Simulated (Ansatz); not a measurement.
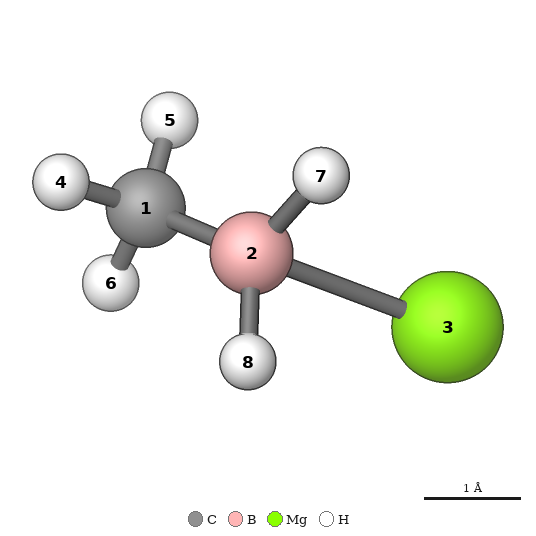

The computed structure is the end point of a PBE-D4/def2-SVP optimisation. No frequency run is at hand to confirm it as a minimum.

What are the angles B2–C1–H4, B2–C1–H5, B2–C1–H6, H4–C1–H5, H4–C1–H6, H5–C1–H6, C1–B2–Mg3, C1–B2–H7, C1–B2–H8, Mg3–B2–H7, Mg3–B2–H8, H7–B2–H8?

```tsv
angle	degrees
B2–C1–H4	104.6
B2–C1–H5	115.5
B2–C1–H6	115.3
H4–C1–H5	105.8
H4–C1–H6	105.4
H5–C1–H6	109.2
C1–B2–Mg3	111.4
C1–B2–H7	121.1
C1–B2–H8	120.7
Mg3–B2–H7	86.2
Mg3–B2–H8	85.8
H7–B2–H8	116.2
```
